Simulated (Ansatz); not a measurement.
Consider C$_{10}$H$_{19}$GeN (Ge(vinyl)3(NEt2)).

Input file:

```
crystal:
  periodic: [false, false, false]
  atoms:
    - {symbol: Ge, position_ang: [0.266044, 0.649284, 0.302834]}
    - {symbol: C, position_ang: [0.287609, 0.624406, 2.243741]}
    - {symbol: C, position_ang: [1.381951, 0.890585, 2.963150]}
    - {symbol: H, position_ang: [-0.650530, 0.390192, 2.763220]}
    - {symbol: H, position_ang: [2.338985, 1.128895, 2.483972]}
    - {symbol: H, position_ang: [1.375896, 0.886704, 4.059508]}
    - {symbol: C, position_ang: [2.104099, 0.626627, -0.351153]}
    - {symbol: C, position_ang: [2.717689, 1.706894, -0.844782]}
    - {symbol: H, position_ang: [2.653407, -0.323635, -0.320338]}
    - {symbol: H, position_ang: [2.213812, 2.679417, -0.900043]}
    - {symbol: H, position_ang: [3.748484, 1.675669, -1.217779]}
    - {symbol: C, position_ang: [-0.613865, 2.245250, -0.363770]}
    - {symbol: C, position_ang: [-0.929628, 3.273747, 0.429926]}
    - {symbol: H, position_ang: [-0.828488, 2.325252, -1.437413]}
    - {symbol: H, position_ang: [-0.728065, 3.253187, 1.507602]}
    - {symbol: H, position_ang: [-1.403376, 4.183307, 0.042521]}
    - {symbol: N, position_ang: [-0.684478, -0.828284, -0.242707]}
    - {symbol: C, position_ang: [-0.345706, -2.120516, 0.317932]}
    - {symbol: C, position_ang: [-1.522953, -2.812629, 0.992863]}
    - {symbol: C, position_ang: [-1.354614, -0.841006, -1.524587]}
    - {symbol: C, position_ang: [-0.439792, -1.044084, -2.728933]}
    - {symbol: H, position_ang: [0.457678, -1.988251, 1.063832]}
    - {symbol: H, position_ang: [0.083414, -2.793549, -0.453044]}
    - {symbol: H, position_ang: [-1.908315, -2.197655, 1.820373]}
    - {symbol: H, position_ang: [-2.351873, -2.977983, 0.287068]}
    - {symbol: H, position_ang: [-1.228813, -3.795138, 1.395139]}
    - {symbol: H, position_ang: [-2.130177, -1.629022, -1.516128]}
    - {symbol: H, position_ang: [-1.912861, 0.103436, -1.645739]}
    - {symbol: H, position_ang: [0.293240, -0.225201, -2.810381]}
    - {symbol: H, position_ang: [0.126649, -1.985537, -2.649234]}
    - {symbol: H, position_ang: [-1.015475, -1.080362, -3.667679]}
basis:
  gaussian: {orbitals: def2-TZVP, initial_orbitals: start.molden}
hamiltonian: {xc: pbe0, dispersion: d4}
scf: {omitted_lower_state_checks: [starts]}
output: {orbitals: {seedname: orbitals}}
```

Launched as:

```sh
ansatz run in.yaml --threads 4 --pin off --events-out ev --progress --plain --max-ram 6963MiB
```

Geometry: PBE0-D4/def2-SVP.

Method: Ansatz 0.2.0, RKS PBE0-D4/def2-TZVP.

Predict the electron density and electron localisation function between the atoms.

Answer. C–C (1.34 Å): ρ is about 2.3 e/Å³ halfway; the ELF peaks at about 0.90 between the atoms (a short, multiple covalent bond).
C–Ge (1.95 Å): the density is about 0.88 e/Å³ at the midpoint; the ELF peaks at about 0.95 in the valence shell of C, 0.7 Å from its nucleus, and is about 0.70 at the midpoint.
C–H (1.10 Å): ρ is about 2 e/Å³ halfway; the ELF climbs to about 1 towards the hydrogen, as it does in any bond to H (a covalent bond by its length).

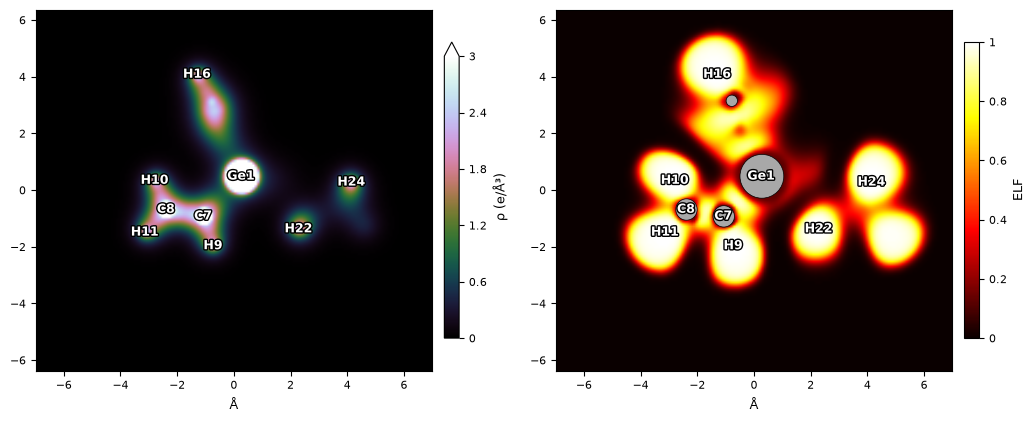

Computed electron density and electron localisation function on the plane of atoms Ge1, C7 and C8, in this order. Grey discs cover the atomic cores in the ELF map. 
